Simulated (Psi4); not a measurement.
# BNH3Cl (SMILES NBCl): tau-HCTHh/6-311G(d,p) (density fitting, ddPCM dimethylsulfoxide)

Aim: the vertical singlet–triplet gap of BNH3Cl at tau-HCTHh/6-311G** (density fitting, ddPCM dimethylsulfoxide), from 2 runs. 

Program for the calculation: Psi4 1.11.

3 further runs of the same task are left out: 3 set aside as unsound or not needed.

## Step 1: The system as given

BNH3Cl: 6 atoms, total charge 0, spin state singlet. As SMILES, `NBCl`. Geometry: relaxed at PBE0-D4/def2-TZVP.

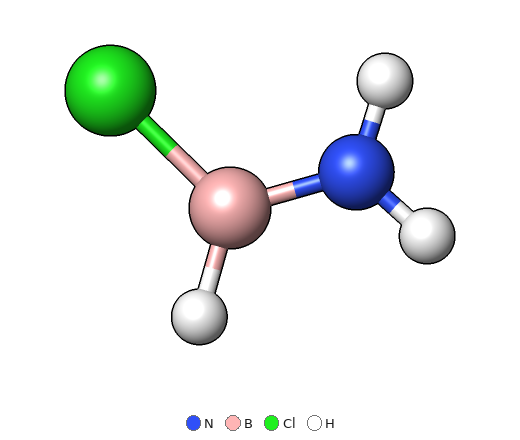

The structure, seen from a chosen angle (nitrogen blue, boron pink, chlorine green, hydrogen white).

## Step 2: A single-point energy at tau-HCTHh/6-311G(d,p) (density fitting, ddPCM dimethylsulfoxide)

input.inp

```
memory 1600 MB

molecule system {
  N     -0.395600    -0.007800    -0.658000
  B      0.369600    -0.158900     0.483700
  Cl     0.529900     1.189300     1.616000
  H     -0.511800    -0.749300    -1.326600
  H     -0.878600     0.844500    -0.888200
  H      0.928800    -1.181900     0.727100
  symmetry c1
}

set basis 6-311G**
set ddx true
set ddx_model pcm
set ddx_solvent dimethylsulfoxide
set ddx_radii_set uff

result, w = energy('t-hcthh', return_wfn=True)
print_variables()
```

Run with:

```sh
$ psi4 -i input.inp -o input.out -n 1
```

input.out:

```text
[...]
  Running in c1 symmetry.
[...]
  Nuclear repulsion =   85.398153537645072
[...]
  Multiplicity = 1
[...]
  Nalpha       = 16
  Nbeta        = 16
[...]
    Number of basis functions: 80
[...]
   @DF-RKS iter   1:  -541.41012680835195   -1.53807e-01   1.01677e-02 ADIIS/DIIS
[...]
   @DF-RKS iter   9:  -541.68875570630883   -3.51201e-09   1.16271e-07 DIIS
[...]
    Orbital Energies [Eh]
    ---------------------
    Doubly Occupied:
       1A   -101.283740     2A    -14.230963     3A     -9.400430
       4A     -7.182677     5A     -7.177414     6A     -7.176120
       7A     -6.726472     8A     -0.873894     9A     -0.815085
      10A     -0.528106    11A     -0.516269    12A     -0.430500
      13A     -0.370446    14A     -0.353750    15A     -0.308550
      16A     -0.292140
[...]
  @DF-RKS Final Energy:  -541.68875570630883
   => Energetics <=
    Nuclear Repulsion Energy =             85.3981535376450722
    One-Electron Energy =                -914.6358785594969731
    Two-Electron Energy =                 322.0338879713094684
    DFT Exchange-Correlation Energy =     -34.4790152072711891
    Empirical Dispersion Energy =           0.0000000000000000
    VV10 Nonlocal Energy =                  0.0000000000000000
    DD Solvation Energy =                 -0.0059034484951629
    Total Energy =                       -541.6887557063088252
[...]
 Multipole Moments:
 ------------------------------------------------------------------------------------
     Multipole            Electronic (a.u.)      Nuclear  (a.u.)        Total (a.u.)
 ------------------------------------------------------------------------------------
 L = 1.  Multiply by 2.5417464519 to convert [e a0] to [Debye]
 Dipole X            :          0.9142332           -1.5168329           -0.6025997
 Dipole Y            :          2.1217659           -2.5325794           -0.4108135
 Dipole Z            :          2.8547246           -4.0964306           -1.2417060
 Magnitude           :                                                    1.4400444
[...]
```

It took 8.4 s on 1 thread of INTEL XEON PLATINUM 8581C at 2.30GHz (Emerald Rapids), shared host; peak memory 0.86 GiB.

## Step 3: The triplet at the same level

calc.inp

```
memory 1600 MB

molecule {
  0 3
  N     -0.395600    -0.007800    -0.658000
  B      0.369600    -0.158900     0.483700
  Cl     0.529900     1.189300     1.616000
  H     -0.511800    -0.749300    -1.326600
  H     -0.878600     0.844500    -0.888200
  H      0.928800    -1.181900     0.727100
  symmetry c1
}

set {
  basis         6-311G**
  reference     uks
  ddx           true
  ddx_model     pcm
  ddx_solvent   dimethylsulfoxide
  ddx_radii_set uff
}

energy_value, wavefunction = energy("t-hcthh", return_wfn=True)
```

Run with:

```sh
$ psi4 calc.inp calc.out -n 1
```

calc.out:

```text
[...]
  Running in c1 symmetry.
[...]
  Nuclear repulsion =   85.398153537645072
[...]
  Multiplicity = 3
[...]
  Nalpha       = 17
  Nbeta        = 15
[...]
    Number of basis functions: 80
[...]
   @DF-UKS iter   1:  -540.99638653722093    2.59933e-01   1.18326e-02 ADIIS/DIIS
[...]
   @DF-UKS iter  12:  -541.46809773929579   -2.50540e-08   2.33215e-07 DIIS
[...]
   @S^2 Observed:                2.007843699E+00
[...]
    Orbital Energies [Eh]
    ---------------------
    Alpha Occupied:
       1A   -101.294226     2A    -14.326820     3A     -9.409094
       4A     -7.189966     5A     -7.189684     6A     -7.184469
       7A     -6.670041     8A     -0.959263     9A     -0.823374
      10A     -0.582336    11A     -0.576453    12A     -0.434186
      13A     -0.427830    14A     -0.364544    15A     -0.346312
      16A     -0.308415    17A     -0.082807
    Alpha Virtual:
      18A      0.040083    19A      0.070915    20A      0.083937
      21A      0.131146    22A      0.182833    23A      0.234682
      24A      0.254577    25A      0.273316    26A      0.290321
[...]
  @DF-UKS Final Energy:  -541.46809773929579
   => Energetics <=
    Nuclear Repulsion Energy =             85.3981535376450722
    One-Electron Energy =                -913.9491861912711101
    Two-Electron Energy =                 321.5627595094655362
    DFT Exchange-Correlation Energy =     -34.4587676686053683
    Empirical Dispersion Energy =           0.0000000000000000
    VV10 Nonlocal Energy =                  0.0000000000000000
    DD Solvation Energy =                 -0.0210569265299771
    Total Energy =                       -541.4680977392957857
[...]
 Multipole Moments:
 ------------------------------------------------------------------------------------
     Multipole            Electronic (a.u.)      Nuclear  (a.u.)        Total (a.u.)
 ------------------------------------------------------------------------------------
 L = 1.  Multiply by 2.5417464519 to convert [e a0] to [Debye]
 Dipole X            :          0.1311992           -1.5168329           -1.3856337
 Dipole Y            :          2.6175550           -2.5325794            0.0849756
 Dipole Z            :          1.9070935           -4.0964306           -2.1893371
 Magnitude           :                                                    2.5923731
[...]
```

Run time: 12 s. Hardware: 1 thread of INTEL XEON PLATINUM 8581C at 2.30GHz (Emerald Rapids), shared host; peak memory 0.86 GiB.

## Step 4: Results

At tau-HCTHh/6-311G** (density fitting, ddPCM dimethylsulfoxide):

```
                                        quantity          value
                           singlet: total energy  -541.68876 Eh
                          singlet: dipole moment         3.66 D
                            singlet: HOMO energy       -7.95 eV
                            singlet: LUMO energy       -0.11 eV
                          singlet: HOMO–LUMO gap        7.84 eV
             singlet: solvent term in the energy   -15.5 kJ/mol
                           triplet: total energy  -541.46810 Eh
                          triplet: dipole moment         6.59 D
     triplet: HOMO energy (highest over α and β)       -2.25 eV
             triplet: solvent term in the energy   -55.3 kJ/mol
                                   triplet: ⟨S²⟩          2.008
vertical energy of the triplet above the singlet       6.004 eV
```

At this shape the triplet lies 6.00 eV (138 kcal/mol) above the singlet.
